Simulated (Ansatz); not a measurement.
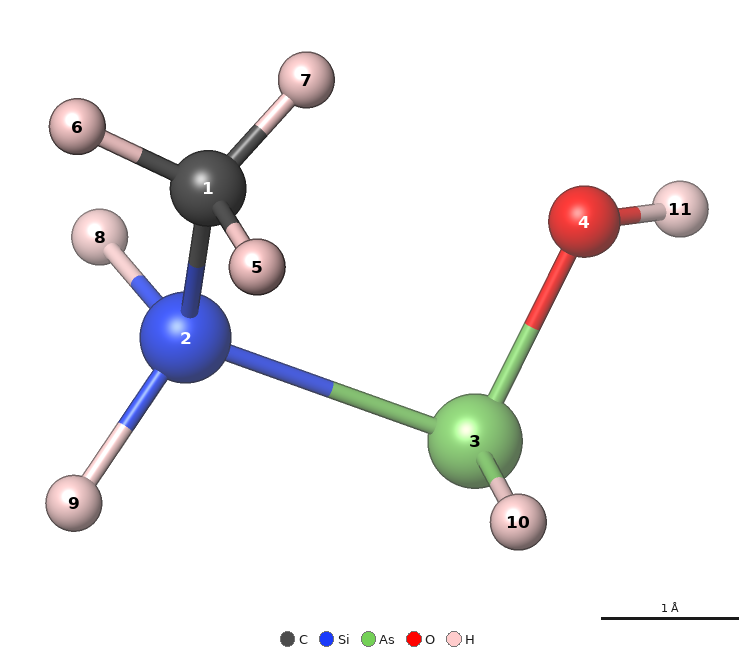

Orthographic view. Distant atoms are faded towards the background colour. The computed structure is the end point of a PBE0-D4/def2-TZVP optimisation. No frequency run is at hand to confirm it as a minimum.

Write a MOL file (V2000) with the atoms in numerical order, bonds sorted by atom number with the orders drawn, and coordinates in the frame of the picture: x right, y up, z towards the viewer, origin at the mean position.

```
CH7AsOSi
                    3D

 11 10  0  0  0  0  0  0  0  0999 V2000
   -0.7800    0.7100    1.1100 C   0  0  0  0  0  0  0  0  0  0  0  0
   -0.9500   -0.3900   -0.4000 Si  0  0  0  0  0  4  0  0  0  0  0  0
    1.1700   -1.1500   -1.1400 As  0  0  0  0  0  3  0  0  0  0  0  0
    1.9700    0.4600   -0.8700 O   0  0  0  0  0  0  0  0  0  0  0  0
   -0.4200    0.1300    1.9600 H   0  0  0  0  0  0  0  0  0  0  0  0
   -1.7400    1.1600    1.3700 H   0  0  0  0  0  0  0  0  0  0  0  0
   -0.0600    1.5000    0.9000 H   0  0  0  0  0  0  0  0  0  0  0  0
   -1.5800    0.3500   -1.5300 H   0  0  0  0  0  0  0  0  0  0  0  0
   -1.7700   -1.6000   -0.1200 H   0  0  0  0  0  0  0  0  0  0  0  0
    1.4900   -1.7400    0.2300 H   0  0  0  0  0  0  0  0  0  0  0  0
    2.6800    0.5600   -1.5200 H   0  0  0  0  0  0  0  0  0  0  0  0
  1  2  1  0
  1  5  1  0
  1  6  1  0
  1  7  1  0
  2  3  1  0
  2  8  1  0
  2  9  1  0
  3  4  1  0
  3 10  1  0
  4 11  1  0
M  END
```
